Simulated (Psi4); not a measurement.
**[CF2]+ (SMILES F[C+]F) at U-wB97X/cc-pVTZ**

Aim: the vertical doublet–quartet gap of [CF2]+ at U-wB97X/cc-pVTZ, from 2 runs. 

The results are computed with Psi4 1.11.

1 further run of the same task is left out (it didn't finish).

### Step 1. The structure to begin with

[CF2]+ has 3 atoms, charge +1, and is taken as a doublet. SMILES: `F[C+]F`. The coordinates come from a PBE0-D4/def2-TZVP relaxation.

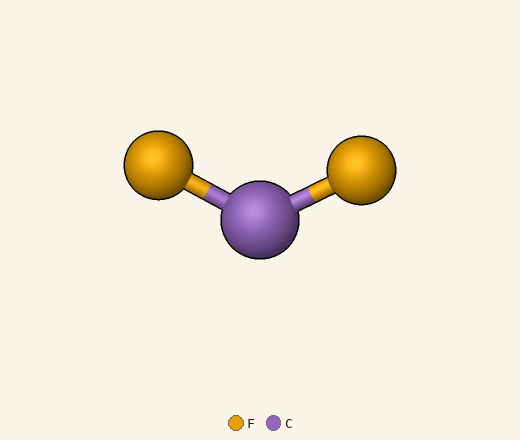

The structure, seen from a chosen angle (fluorine amber, carbon purple).

### Step 2. Energy and gradient at U-wB97X/cc-pVTZ

The input, run.py:

```python
import psi4

psi4.set_memory('2200 MB')
psi4.set_num_threads(1)
psi4.core.set_output_file('cf2.out', False)

molecule = psi4.geometry("""
1 2
F      0.379110     0.972980     0.316190
C      0.275710    -0.221360     0.127270
F     -0.654830    -0.751620    -0.443470
symmetry c1
""")

options = {'basis': 'cc-pVTZ', 'reference': 'uks', 'puream': True, 'e_convergence': 1e-09, 'd_convergence': 1e-08, 'scf_type': 'pk', 'dft_radial_points': 99, 'dft_spherical_points': 590, 'maxiter': 100}
psi4.set_options(options)

e_tot, wfn = psi4.gradient("wb97x", return_wfn=True)
psi4.oeprop(wfn, "QUADRUPOLE", "MAYER_INDICES", "DIPOLE", title="WB97X")
print('gradient / Eh bohr^-1')
print(e_tot.np.round(6))
print(f'energy = {wfn.energy():.10f} Eh')
```

The run is started by

```
python run.py
```

cf2.out:

```text
[...]
  Running in c1 symmetry.
[...]
  Nuclear repulsion =   67.033256693421976
[...]
  Multiplicity = 2
[...]
  Nalpha       = 12
  Nbeta        = 11
[...]
    Number of basis functions: 90
[...]
   @UKS iter   1:  -237.27218295927722    2.41245e-01   3.93698e-03 DIIS/ADIIS
[...]
   @UKS iter  12:  -237.32780063444909   -1.63993e-11   5.18360e-09 DIIS
[...]
   @S^2 Observed:                7.531645627E-01
[...]
    Orbital Energies [Eh]
    ---------------------
    Alpha Occupied:
       1A    -25.211035     2A    -25.211024     3A    -10.894819
       4A     -1.868157     5A     -1.808564     6A     -1.192962
       7A     -1.116766     8A     -1.068431     9A     -1.060488
      10A     -0.957703    11A     -0.951451    12A     -0.791676
    Alpha Virtual:
      13A     -0.332357    14A     -0.059803    15A      0.009360
      16A      0.097057    17A      0.099194    18A      0.130011
      19A      0.202599    20A      0.429509    21A      0.436569
      22A      0.438036    23A      0.504755    24A      0.542939
      25A      0.615925    26A      0.643838    27A      0.652116
[...]
  @UKS Final Energy:  -237.32780063444909
   => Energetics <=
    Nuclear Repulsion Energy =             67.0332566934219756
    One-Electron Energy =                -452.7031614189126003
    Two-Electron Energy =                 167.1695856719392168
    DFT Exchange-Correlation Energy =     -18.8274815808977039
    Empirical Dispersion Energy =           0.0000000000000000
    VV10 Nonlocal Energy =                  0.0000000000000000
    Total Energy =                       -237.3278006344490905
[...]
  -Total Gradient:
     Atom            X                  Y                   Z
    ------   -----------------  -----------------  -----------------
       1       -0.000674906073    -0.004668930846     0.000000000000
       2       -0.003579376312     0.002624800683    -0.000000000000
       3        0.004254976481     0.002043619589     0.000000000000
[...]
 Multipole Moments:
 ------------------------------------------------------------------------------------
     Multipole            Electronic (a.u.)      Nuclear  (a.u.)        Total (a.u.)
 ------------------------------------------------------------------------------------
 L = 1.  Multiply by 2.5417464519 to convert [e a0] to [Debye]
 Dipole X            :          0.1245203            0.2057569            0.3302772
 Dipole Y            :         -0.0914264           -0.1510640           -0.2424904
 Dipole Z            :          0.0000000           -0.0000000            0.0000000
 Magnitude           :                                                    0.4097372
 L = 2.  Multiply by 1.3450342976 to convert [e a0^2] to [Debye ang]
 Quadrupole XX       :        -37.9011415           29.3239648           -8.5771767
 Quadrupole XY       :        -32.4431822           32.9826245            0.5394423
[...]
```

Standard output:

```text
gradient / Eh bohr^-1
[[-0.000675 -0.004669  0.      ]
 [-0.003579  0.002625 -0.      ]
 [ 0.004255  0.002044  0.      ]]
energy = -237.3278006344 Eh
```

Run time: 52 s. Hardware: 1 thread of Intel Xeon at 2.50GHz (Skylake/Cascade Lake), shared host; peak memory 0.8 GiB.

### Step 3. The quartet: a single-point energy at U-wB97X/cc-pVTZ

The input, input.dat:

```
memory 2.2 GB

molecule {
  1 4
  F      0.71641407     1.83866572     0.59751250
  C      0.52101639    -0.41830977     0.24050544
  F     -1.23744936    -1.42035595    -0.83803684
  units au
  symmetry c1
}

set globals {
  basis                cc-pVTZ
  reference            uks
  puream               true
  e_convergence        1e-09
  d_convergence        1e-08
  scf_type             pk
  dft_radial_points    99
  dft_spherical_points 590
  maxiter              100
}

energy_value, wavefunction = energy("wb97x", return_wfn=True)
oeprop(wavefunction, "DIPOLE", "MAYER_INDICES", "MULLIKEN_CHARGES")
print_variables()
```

The run is started by

```
psi4 -i input.dat -o output.dat -n 1
```

output.dat:

```text
[...]
  Running in c1 symmetry.
[...]
  Nuclear repulsion =   67.033256852444921
[...]
  Multiplicity = 4
[...]
  Nalpha       = 13
  Nbeta        = 10
[...]
    Number of basis functions: 90
[...]
   @UKS iter   1:  -236.95774496945057    5.55683e-01   3.61299e-03 ADIIS/DIIS
[...]
   @UKS iter  13:  -237.01348356336950   -7.33280e-12   4.70268e-09 DIIS
[...]
   @S^2 Observed:                3.758483804E+00
[...]
    Orbital Energies [Eh]
    ---------------------
    Alpha Occupied:
       1A    -25.279785     2A    -25.279782     3A    -10.758319
       4A     -1.914859     5A     -1.862181     6A     -1.234658
       7A     -1.153544     8A     -1.128285     9A     -1.099389
      10A     -1.053519    11A     -1.024565    12A     -0.769146
      13A     -0.625394
    Alpha Virtual:
      14A     -0.073573    15A      0.015776    16A      0.113164
      17A      0.121034    18A      0.129467    19A      0.221135
      20A      0.426824    21A      0.440401    22A      0.446206
      23A      0.477980    24A      0.529297    25A      0.621733
[...]
  @UKS Final Energy:  -237.01348356336950
   => Energetics <=
    Nuclear Repulsion Energy =             67.0332568524449215
    One-Electron Energy =                -452.0224222664324998
    Two-Electron Energy =                 166.8166695408321800
    DFT Exchange-Correlation Energy =     -18.8409876902141065
    Empirical Dispersion Energy =           0.0000000000000000
    VV10 Nonlocal Energy =                  0.0000000000000000
    Total Energy =                       -237.0134835633695047
[...]
 Multipole Moments:
 ------------------------------------------------------------------------------------
     Multipole            Electronic (a.u.)      Nuclear  (a.u.)        Total (a.u.)
 ------------------------------------------------------------------------------------
 L = 1.  Multiply by 2.5417464519 to convert [e a0] to [Debye]
 Dipole X            :         -0.1944678            0.2057569            0.0112891
 Dipole Y            :          0.1427856           -0.1510640           -0.0082784
 Dipole Z            :          0.0000000           -0.0000000            0.0000000
 Magnitude           :                                                    0.0139991
[...]
  Mulliken Charges: (a.u.)
   Center  Symbol    Alpha    Beta     Spin     Total
       1     F     4.63071  4.00062  0.63009  0.36867
       2     C     3.73858  1.99875  1.73983  0.26267
       3     F     4.63071  4.00063  0.63008  0.36866
   Total alpha = 13.00000, Total beta = 10.00000, Total charge =  1.00000
  Mayer Bond Indices:
  Total Bond Index:
  Irrep: 1 Size: 3 x 3
[...]
```

It took 36 s on 1 thread of Intel Xeon at 2.50GHz (Skylake/Cascade Lake), shared host; peak memory 0.8 GiB.

### Step 4. Summary of results

Level: U-wB97X/cc-pVTZ.

```
                                        quantity          value
                           doublet: total energy  -237.32780 Eh
     doublet: HOMO energy (highest over α and β)      -21.54 eV
      doublet: LUMO energy (lowest over α and β)      -10.86 eV
                                   doublet: ⟨S²⟩          0.753
               doublet: largest force on an atom     0.243 eV/Å
                           quartet: total energy  -237.01348 Eh
     quartet: HOMO energy (highest over α and β)      -17.02 eV
                                   quartet: ⟨S²⟩          3.758
vertical energy of the quartet above the doublet       8.553 eV
```

**Reading.** At this shape the quartet lies 8.55 eV (197 kcal/mol) above the doublet. Mulliken charges (quartet) run from +0.26 on C2 to +0.37 on F1.
